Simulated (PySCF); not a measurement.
# [Gd(SH)3]−: from a template to the relaxed complex

What shape and bonds does [Gd(SH)3]− have? It is relaxed from a template within its point group. The species was built from a template and needn't be a known compound.

Method: PBE0, Gd lcecp-0-SVP with ECP54, S def2-SVP, H def2-SVP; scalar-relativistic core potentials, no spin–orbit coupling; program: PySCF 2.14.0.

1 further run of the same task is left out (for a known fault of the program).

### Step 1. Where the work starts

7 atoms, charge -1, spin multiplicity 1.

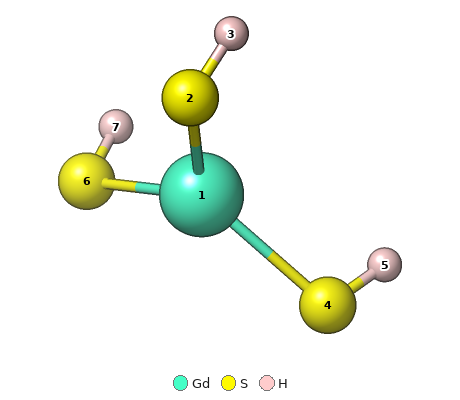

As it starts; gadolinium teal, sulfur yellow, hydrogen pink; atoms are numbered from 1 in the order of the file.

Geometry (Å):

```
Gd    0.0000    0.0000    0.0000
S     2.8809    0.0000    0.0000
H     3.2109    0.0000    1.3000
S    -1.4404    2.4949    0.0000
H    -1.6054    2.7807    1.3000
S    -1.4404   -2.4949    0.0000
H    -1.6054   -2.7807    1.3000
```

Formal oxidation states: Gd +2. Each metal's 8 4f electrons lie in its core potential, so multiplicities, spins and levels count the valence alone. For divalent La, Ce, Gd or Lu the extra electron is normally 5d or 6s, so this core forces an excited configuration.

### Step 2. SCF at the start, singlet

run.py (the lines that set the calculation)

```python
mol = gto.M(atom='''
Gd     0.00000     0.00000     0.00000
S      2.88090     0.00000     0.00000
H      3.21090     0.00000     1.30000
S     -1.44040     2.49490     0.00000
H     -1.60540     2.78070     1.30000
S     -1.44040    -2.49490     0.00000
H     -1.60540    -2.78070     1.30000''',
    basis={'Gd': 'lcecp-0-SVP', 'S': 'def2-SVP', 'H': 'def2-SVP'},
    ecp={'Gd': 'lcecp-0-SVP'},
    charge=-1, spin=0)
mf = dft.RKS(mol, xc='PBE0')
mf.grids.atom_grid = (50, 194)  # f atoms: unpruned, at least (60, 302)
mf = mf.density_fit()  # fitting sets: Gd AutoAux, S def2-universal-JKFIT, H def2-universal-JKFIT
mf.conv_tol = 1e-08; mf.max_cycle = 55
mf.kernel(dm0)  # dm0: free metal ions and neutral atoms
```

The run is started by

```console
> OMP_NUM_THREADS=2 python run.py
```

The log of the run:

```text
init E= -1265.34403824593
cycle= 1 E= -1221.5877601828  delta_E= 43.8  |g|=  3.7  |ddm|=    6
cycle= 2 E= -1208.92825744271  delta_E= 12.7  |g|= 4.16  |ddm|= 11.3
cycle= 3 E= -1217.87937557324  delta_E= -8.95  |g|= 3.83  |ddm|= 11.8
cycle= 4 E= -1225.01635646846  delta_E= -7.14  |g|= 1.23  |ddm|= 5.41
cycle= 5 E= -1225.39496898869  delta_E= -0.379  |g|= 0.81  |ddm|= 1.58
cycle= 6 E= -1225.6165953691  delta_E= -0.222  |g|= 0.363  |ddm|= 0.99
cycle= 7 E= -1225.67995440315  delta_E= -0.0634  |g|= 0.0819  |ddm|= 0.737
cycle= 8 E= -1225.68278395267  delta_E= -0.00283  |g|= 0.0148  |ddm|= 0.185
cycle= 9 E= -1225.68286161462  delta_E= -7.77e-05  |g|= 0.00342  |ddm|= 0.026
cycle= 10 E= -1225.68286641928  delta_E= -4.8e-06  |g|= 0.00034  |ddm|= 0.00646
cycle= 11 E= -1225.68286651133  delta_E= -9.21e-08  |g|= 6.95e-05  |ddm|= 0.00112
cycle= 12 E= -1225.68286651371  delta_E= -2.38e-09  |g|= 3.31e-05  |ddm|= 0.000192
Extra cycle  E= -1225.68286651372  delta_E= -1.64e-11  |g|= 3.44e-05  |ddm|= 0.000111
converged SCF energy = -1225.68286651372
```

Wall time 5.3 s (2 threads of Arm Neoverse N1, shared host); peak memory 0.55 GiB.

Read off: E = -1225.682867 Eh, frontier levels not given, since the 4f levels lie in the core, Mulliken charge on Gd1 +0.46 e. 

### Step 3. Relaxation, singlet

Steps are kept in the start's point group, C3v.

run.py (the lines that set the calculation)

```python
mol = gto.M(atom='''
Gd     0.00000     0.00000    -0.01530
S      2.88086     0.00000    -0.01530
H      3.21087     0.00000     1.28470
S     -1.44043     2.49490    -0.01530
H     -1.60544     2.78069     1.28470
S     -1.44043    -2.49490    -0.01530
H     -1.60543    -2.78070     1.28470''',
    basis={'Gd': 'lcecp-0-SVP', 'S': 'def2-SVP', 'H': 'def2-SVP'},
    ecp={'Gd': 'lcecp-0-SVP'},
    charge=-1, spin=0)
mf = dft.RKS(mol, xc='PBE0')
mf.grids.atom_grid = (50, 194)  # f atoms: unpruned, at least (60, 302)
mf = mf.density_fit()  # fitting sets: Gd AutoAux, S def2-universal-JKFIT, H def2-universal-JKFIT
mf.conv_tol = 1e-08; mf.max_cycle = 55
mf.kernel(dm0)  # dm0: an SCF of this state at this start
# quasi-Newton relaxation in Cartesian coordinates to a largest gradient under 0.00045 Eh/bohr, steps kept in the point group
```

The run is started by

```console
> OMP_NUM_THREADS=2 python run.py
```

No log is kept here; the results follow.

Wall time 63 s (2 threads of Arm Neoverse N1, shared host).

Relaxation path:

| step | energy from step 1 (eV) | largest force component (eV/Å) |
| --- | --- | --- |
| 1 | 0.0000 | 0.3172 |
| 2 | -0.0109 | 0.0845 |
| 3 | -0.0180 | 0.1148 |
| 4 | -0.0238 | 0.1700 |
| 5 | -0.0290 | 0.1417 |
| 6 | -0.0340 | 0.0864 |
| 7 | -0.0373 | 0.0690 |
| 8 | -0.0383 | 0.0114 |
| 9 | -0.0384 | 0.0385 |
| 10 | -0.0386 | 0.0137 |
| 11 | -0.0386 | 0.0040 |

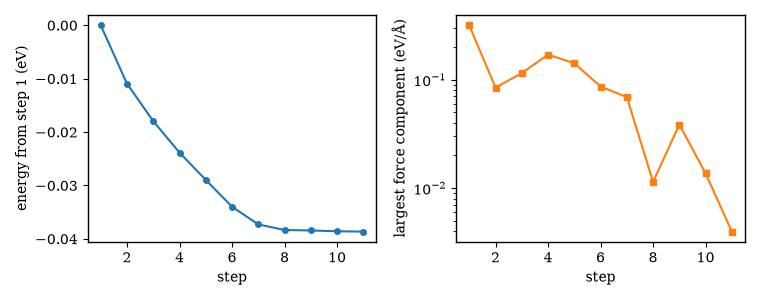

Energy and largest force along the relaxation.

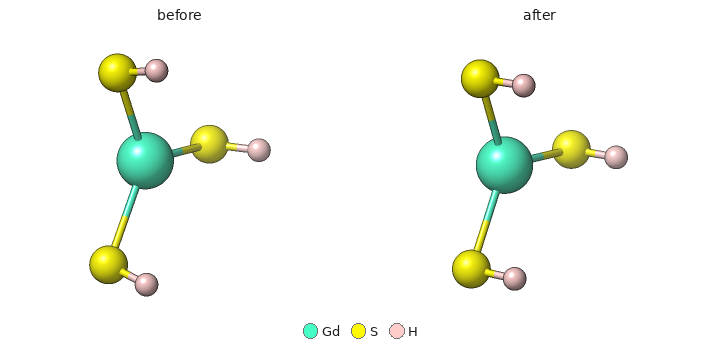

The geometry before (left) and after (right).

Close pairs (by a distance rule), those that changed most:

```csv
bond,before (Å),after (Å),change (Å)
Gd1–S2,2.881,2.858,-0.023
Gd1–S4,2.881,2.858,-0.023
Gd1–S6,2.881,2.858,-0.023
S2–H3,1.341,1.354,+0.013
S4–H5,1.341,1.354,+0.013
S6–H7,1.341,1.354,+0.013
```

It ends in C3v at E = -1225.684287 Eh.

```xyz
7
charge -1, multiplicity 1
Gd    0.0000    0.0000   -0.1232
S     2.8565    0.0000   -0.0239
H     2.8998    0.0000    1.3292
S    -1.4283    2.4738   -0.0239
H    -1.4499    2.5113    1.3292
S    -1.4282   -2.4738   -0.0239
H    -1.4499   -2.5113    1.3292
```

### Step 4. The relaxed geometry turned into its symmetry frame

run.py (the lines that set the calculation)

```python
mol = gto.M(atom='''
Gd     0.00000     0.00000    -0.05418
S      2.85649     0.00000     0.04513
H      2.89980     0.00000     1.39819
S     -1.42825     2.47379     0.04513
H     -1.44990     2.51130     1.39819
S     -1.42824    -2.47380     0.04513
H     -1.44990    -2.51130     1.39819''',
    basis={'Gd': 'lcecp-0-SVP', 'S': 'def2-SVP', 'H': 'def2-SVP'},
    ecp={'Gd': 'lcecp-0-SVP'},
    charge=-1, spin=0)
mf = dft.RKS(mol, xc='PBE0')
mf.grids.atom_grid = (50, 194)  # f atoms: unpruned, at least (60, 302)
mf = mf.density_fit()  # fitting sets: Gd AutoAux, S def2-universal-JKFIT, H def2-universal-JKFIT
mf.conv_tol = 1e-08; mf.max_cycle = 55
mf.kernel(dm0)  # dm0: free metal ions and neutral atoms
```

The run is started by

```console
> OMP_NUM_THREADS=2 python run.py
```

The log of the run:

```text
init E= -1265.33490869893
cycle= 1 E= -1221.95475399854  delta_E= 43.4  |g|= 3.57  |ddm|= 6.08
cycle= 2 E= -1210.74874603807  delta_E= 11.2  |g|= 4.81  |ddm|=   11
cycle= 3 E= -1225.34086508133  delta_E= -14.6  |g|=  0.9  |ddm|= 9.13
cycle= 4 E= -1225.62954864824  delta_E= -0.289  |g|= 0.392  |ddm|= 2.41
cycle= 5 E= -1225.68182521775  delta_E= -0.0523  |g|= 0.0838  |ddm|= 0.622
cycle= 6 E= -1225.68415290985  delta_E= -0.00233  |g|= 0.019  |ddm|= 0.147
cycle= 7 E= -1225.68427730884  delta_E= -0.000124  |g|= 0.00513  |ddm|= 0.0325
cycle= 8 E= -1225.68428655445  delta_E= -9.25e-06  |g|= 0.000235  |ddm|= 0.00768
cycle= 9 E= -1225.68428660628  delta_E= -5.18e-08  |g|= 5.18e-05  |ddm|= 0.00087
cycle= 10 E= -1225.68428660842  delta_E= -2.14e-09  |g|= 4.27e-06  |ddm|= 0.000192
Extra cycle  E= -1225.68428660843  delta_E= -1.05e-11  |g|= 2.45e-06  |ddm|= 1.62e-05
converged SCF energy = -1225.68428660843
```

It took 3.1 s on 2 threads of Arm Neoverse N1, shared host.

It gives: E = -1225.684287 Eh, frontier levels not given, since the 4f levels lie in the core, Mulliken charge on Gd1 +0.44 e. 

### Step 5. Harmonic vibrations

run.py (the lines that set the calculation): that of step 4 with these lines changed.

```diff
@@ -14,3 +14,4 @@
 mf = mf.density_fit()  # fitting sets: Gd AutoAux, S def2-universal-JKFIT, H def2-universal-JKFIT
-mf.conv_tol = 1e-08; mf.max_cycle = 55
-mf.kernel(dm0)  # dm0: free metal ions and neutral atoms
+mf.conv_tol = 1e-10; mf.max_cycle = 55
+mf.kernel(dm0)  # dm0: the density of the relaxed state
+# Hessian and dipole derivatives by central differences of gradients, 0.02 bohr
```

The run is started by

```console
> OMP_NUM_THREADS=2 python run.py
```

No log is kept here; the results follow.

Run time: 74 s. Hardware: 2 threads of Arm Neoverse N1, shared host.

Point group C3v; negative numbers are unstable modes, and those under 60 cm⁻¹ are near the numerical noise:

```
cm⁻¹  km/mol  symmetry
-211     0.0        a2
-201    15.6         e
-201    15.6         e
  39    38.2        a1
  60    10.3         e
  60    10.3         e
 212     0.6        a1
 224    50.8         e
 224    50.8         e
 303    24.7         e
 303    24.7         e
 312     0.7        a1
2686     0.1         e
2686     0.1         e
2687    95.8        a1
```

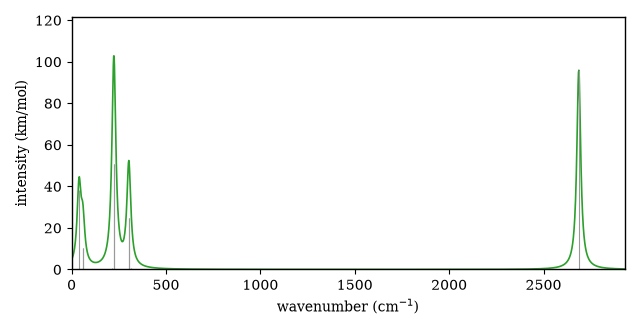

The infrared spectrum from the harmonic lines. Lines are broadened to a width of 25 cm⁻¹ (Lorentzian).

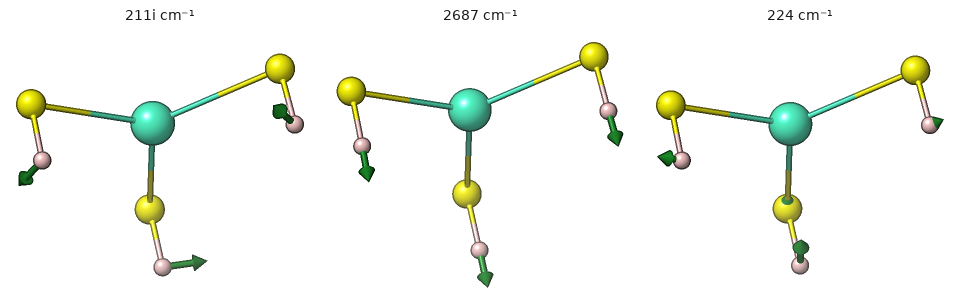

How the atoms move in 3 of the modes.

### Step 6. Displaced along the imaginary mode

Steps are kept in the start's point group, C3.

run.py (the lines that set the calculation)

```python
mol = gto.M(atom='''
Gd     0.00000     0.00000    -0.05418
S      2.85649    -0.00800     0.04513
H      2.89980     0.25000     1.39819
S     -1.42132     2.47779     0.04513
H     -1.66641     2.38630     1.39819
S     -1.43517    -2.46980     0.04513
H     -1.23339    -2.63630     1.39819''',
    basis={'Gd': 'lcecp-0-SVP', 'S': 'def2-SVP', 'H': 'def2-SVP'},
    ecp={'Gd': 'lcecp-0-SVP'},
    charge=-1, spin=0)
mf = dft.RKS(mol, xc='PBE0')
mf.grids.atom_grid = (50, 194)  # f atoms: unpruned, at least (60, 302)
mf = mf.density_fit()  # fitting sets: Gd AutoAux, S def2-universal-JKFIT, H def2-universal-JKFIT
mf.conv_tol = 1e-08; mf.max_cycle = 55
mf.kernel(dm0)  # dm0: an SCF of this state at this start
# quasi-Newton relaxation in Cartesian coordinates to a largest gradient under 0.00045 Eh/bohr, steps kept in the point group
```

The run is started by

```console
> OMP_NUM_THREADS=2 python run.py
```

The driver keeps no SCF log for this step, only its results.

It took 3.5 min on 2 threads of Arm Neoverse N1, shared host.

Along the way:

```
step  energy from step 1 (eV)  largest force component (eV/Å)
   1                   0.0000                          0.5865
   2                  -0.0305                          0.1334
   3                  -0.0526                          0.1984
   4                  -0.0671                          0.4485
   5                  -0.0909                          0.4697
   6                  -0.1369                          0.1420
   7                  -0.1503                          0.5852
   8                  -0.1733                          0.1078
   9                  -0.1880                          0.1280
  10                  -0.1904                          0.6400
  11                  -0.2181                          0.0818
  12                  -0.2274                          0.0842
  13                  -0.2327                          0.5161
  14                  -0.2470                          0.0515
  15                  -0.2531                          0.0555
  16                  -0.2537                          0.4574
  17                  -0.2636                          0.0319
  18                  -0.2665                          0.0366
  19                  -0.2669                          0.3421
  20                  -0.2718                          0.0242
  21                  -0.2734                          0.0344
  22                  -0.2736                          0.2512
  23                  -0.2762                          0.0159
  24                  -0.2770                          0.0253
  25                  -0.2774                          0.1384
  26                  -0.2782                          0.0199
  27                  -0.2785                          0.0173
  28                  -0.2788                          0.0549
  29                  -0.2791                          0.0131
  30                  -0.2793                          0.0112
  31                  -0.2794                          0.0100
  32                  -0.2795                          0.0154
  33                  -0.2796                          0.0060
```

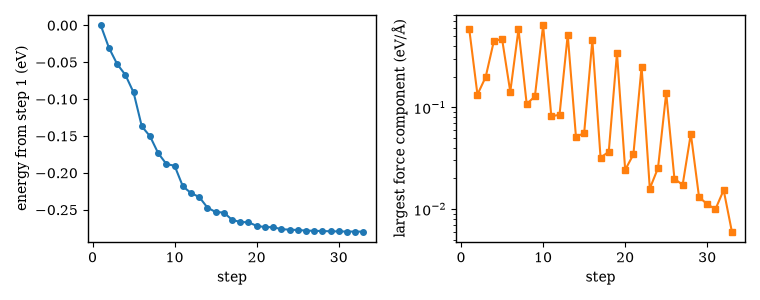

Energy and largest force along the relaxation.

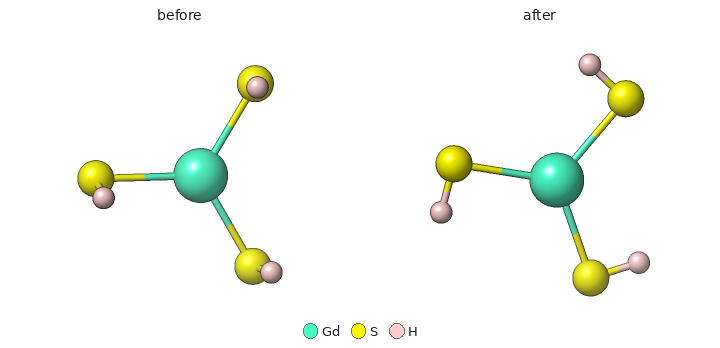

The geometry before (left) and after (right).

Distances of close pairs at the start and the end, largest changes first:

```csv
bond,before (Å),after (Å),change (Å)
S4–H5,1.378,1.354,-0.024
S2–H3,1.378,1.354,-0.024
S6–H7,1.378,1.354,-0.024
Gd1–S2,2.858,2.838,-0.020
Gd1–S4,2.858,2.838,-0.020
Gd1–S6,2.858,2.838,-0.020
```

It ends in C3 at E = -1225.694306 Eh.

```
Gd    0.0000    0.0000    0.6182
S     2.7907   -0.5158    0.6240
H     3.1160    0.7982    0.5952
S    -0.9486    2.6747    0.6240
H    -2.2492    2.2995    0.5952
S    -1.8421   -2.1589    0.6240
H    -0.8668   -3.0976    0.5952
```

### Step 7. The relaxed geometry turned into its symmetry frame

run.py (the lines that set the calculation)

```python
mol = gto.M(atom='''
Gd     0.00000     0.00000    -0.00193
S      2.79070    -0.51582     0.00396
H      3.11601     0.79817    -0.02493
S     -0.94864     2.67473     0.00396
H     -2.24924     2.29946    -0.02493
S     -1.84207    -2.15891     0.00396
H     -0.86677    -3.09763    -0.02493''',
    basis={'Gd': 'lcecp-0-SVP', 'S': 'def2-SVP', 'H': 'def2-SVP'},
    ecp={'Gd': 'lcecp-0-SVP'},
    charge=-1, spin=0)
mf = dft.RKS(mol, xc='PBE0')
mf.grids.atom_grid = (50, 194)  # f atoms: unpruned, at least (60, 302)
mf = mf.density_fit()  # fitting sets: Gd AutoAux, S def2-universal-JKFIT, H def2-universal-JKFIT
mf.conv_tol = 1e-08; mf.max_cycle = 55
mf.kernel(dm0)  # dm0: free metal ions and neutral atoms
```

The run is started by

```console
> OMP_NUM_THREADS=2 python run.py
```

The log of the run:

```text
init E= -1265.34357238956
cycle= 1 E= -1222.6781130154  delta_E= 42.7  |g|= 3.43  |ddm|= 6.05
cycle= 2 E= -1223.38877256946  delta_E= -0.711  |g|= 2.69  |ddm|= 7.87
cycle= 3 E= -1225.67682401797  delta_E= -2.29  |g|= 0.21  |ddm|= 4.33
cycle= 4 E= -1225.69157538988  delta_E= -0.0148  |g|= 0.0826  |ddm|= 0.479
cycle= 5 E= -1225.69417628452  delta_E= -0.0026  |g|= 0.0194  |ddm|= 0.138
cycle= 6 E= -1225.69430346619  delta_E= -0.000127  |g|= 0.00236  |ddm|= 0.0251
cycle= 7 E= -1225.69430563789  delta_E= -2.17e-06  |g|= 0.000911  |ddm|= 0.00573
cycle= 8 E= -1225.69430594143  delta_E= -3.04e-07  |g|= 6.17e-05  |ddm|= 0.00134
cycle= 9 E= -1225.69430594596  delta_E= -4.53e-09  |g|= 9.56e-06  |ddm|= 0.000329
Extra cycle  E= -1225.69430594599  delta_E= -3.23e-11  |g|= 7.58e-06  |ddm|= 3.66e-05
converged SCF energy = -1225.69430594599
```

Wall time 3 s (2 threads of Arm Neoverse N1, shared host).

Result: E = -1225.694306 Eh, frontier levels not given, since the 4f levels lie in the core, Mulliken charge on Gd1 +0.41 e. 

### Step 8. Frequencies and infrared intensities

run.py (the lines that set the calculation): that of step 7 with these lines changed.

```diff
@@ -14,3 +14,4 @@
 mf = mf.density_fit()  # fitting sets: Gd AutoAux, S def2-universal-JKFIT, H def2-universal-JKFIT
-mf.conv_tol = 1e-08; mf.max_cycle = 55
-mf.kernel(dm0)  # dm0: free metal ions and neutral atoms
+mf.conv_tol = 1e-10; mf.max_cycle = 55
+mf.kernel(dm0)  # dm0: the density of the relaxed state
+# Hessian and dipole derivatives by central differences of gradients, 0.02 bohr
```

The run is started by

```console
> OMP_NUM_THREADS=2 python run.py
```

The driver keeps no SCF log for this step, only its results.

It took 82 s on 2 threads of Arm Neoverse N1, shared host.

Point group C3; negative numbers are unstable modes, and those under 60 cm⁻¹ are near the numerical noise:

```
cm⁻¹  km/mol  symmetry
  45    27.1         a
  51     8.6         e
  51     8.6         e
 120    45.0         a
 140     0.0         e
 140     0.0         e
 214     0.0         a
 230    52.7         e
 230    52.7         e
 327     0.0         a
 363    19.3         e
 363    19.3         e
2688     0.0         a
2688    33.4         e
2688    33.4         e
```

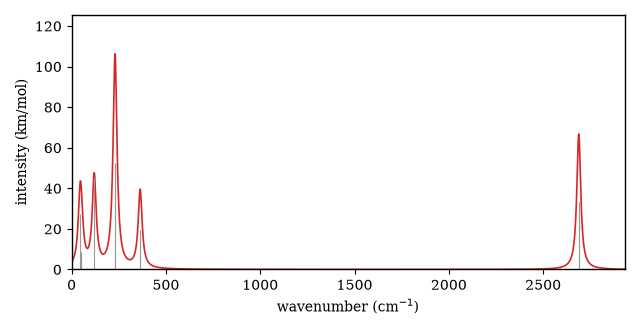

The infrared spectrum from the harmonic lines. Lines are broadened to a width of 25 cm⁻¹ (Lorentzian).

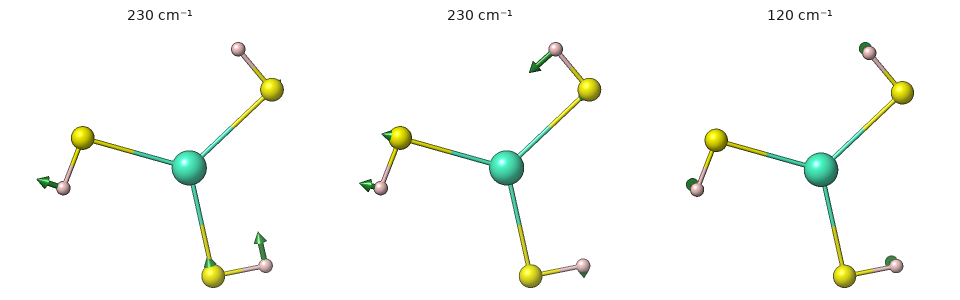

Displacements of 3 modes, as arrows.

### Step 9. Properties on a finer grid

run.py (the lines that set the calculation)

```python
mol = gto.M(atom='''
Gd     0.00000     0.00000     0.61816
S      2.79070    -0.51582     0.62405
H      3.11601     0.79817     0.59516
S     -0.94864     2.67473     0.62405
H     -2.24924     2.29946     0.59516
S     -1.84207    -2.15891     0.62405
H     -0.86677    -3.09763     0.59516''',
    basis={'Gd': 'lcecp-0-SVP', 'S': 'def2-SVP', 'H': 'def2-SVP'},
    ecp={'Gd': 'lcecp-0-SVP'},
    charge=-1, spin=0)
mf = dft.RKS(mol, xc='PBE0')
mf.grids.atom_grid = (75, 302)  # f atoms: unpruned, at least (60, 302)
mf = mf.density_fit()  # fitting sets: Gd AutoAux, S def2-universal-JKFIT, H def2-universal-JKFIT
mf.conv_tol = 1e-09; mf.max_cycle = 55
mf.kernel(dm0)  # dm0: the density of the relaxed state
```

The run is started by

```console
> OMP_NUM_THREADS=2 python run.py
```

The log of the run:

```text
init E= -1225.69431100204
cycle= 1 E= -1225.69431100296  delta_E= -9.12e-10  |g|= 2.03e-05  |ddm|= 0.00014
Extra cycle  E= -1225.69431100295  delta_E= 9.09e-12  |g|= 2.16e-05  |ddm|= 7.26e-05
converged SCF energy = -1225.69431100295
```

It took 21 s on 2 threads of Arm Neoverse N1, shared host.

It gives: E = -1225.694311 Eh, frontier levels not given, since the 4f levels lie in the core, Mulliken charge on Gd1 +0.41 e, largest force component 0.007 eV/Å. 

Löwdin charges:

```csv
atom,value (e)
Gd1,-0.17
S2,-0.25
H3,-0.02
S4,-0.25
H5,-0.02
S6,-0.25
H7,-0.02
```

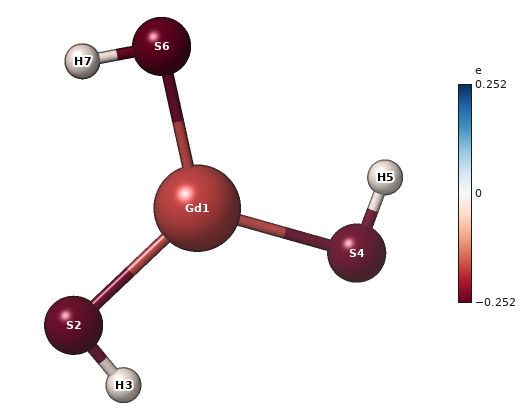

Löwdin charges, as colours on the atoms.

Mulliken charges: Gd1 +0.41, S2 -0.52, H3 +0.05, S4 -0.52, H5 +0.05, S6 -0.52, H7 +0.05 e.

Contacts (the nearest donor of each ligand) and Mayer bond orders:

```csv
contact,distance (Å),bond order
Gd1–S2 (SH),2.838,0.92
Gd1–S4 (SH),2.838,0.92
Gd1–S6 (SH),2.838,0.92
```

Mulliken populations of Gd1 outside the core potential: s 2.32, p 6.34, d 0.92, f 0.01.

### Step 10. Outcome

| quantity | value |
| --- | --- |
| state and point group | singlet in the valence, C3 |
| first geometry: modes | -211 to 2687 cm⁻¹, 3 unstable |
| first geometry: strongest infrared band (modes within 1.5 cm⁻¹ summed) | 224 cm⁻¹ (102 km/mol) |
| modes | 45 to 2688 cm⁻¹, none unstable |
| strongest infrared band (modes within 1.5 cm⁻¹ summed) | 230 cm⁻¹ (105 km/mol) |
| zero-point energy | 0.641 eV |
| ideal gas, 298 K, 1 bar | S = 447.4, Cp = 124.6 J/(mol K) |
| metal–ligand contacts | 2.84 Å |
| frontier levels | frontier levels not given, since the 4f levels lie in the core |
| dipole about the centre of mass | 0.08 D |
| mean polarisability | 13.6 Å³ |

At the first geometry 3 modes are unstable, so this structure is a saddle point; the molecule was then pushed along the lowest one and relaxed again. All modes are real within the noise of the softest ones, so the structure is a minimum. The metal carries -0.17 e by Löwdin's partition against a formal +2, and bond orders to the nearest donors reach 0.92. Both measures hang on the basis. Leaving the first, C3v structure gained 0.27 eV and gave C3. One start shape was tried, so another isomer may lie lower. These are double-zeta-type bases without diffuse functions. Spin–orbit coupling is left out.
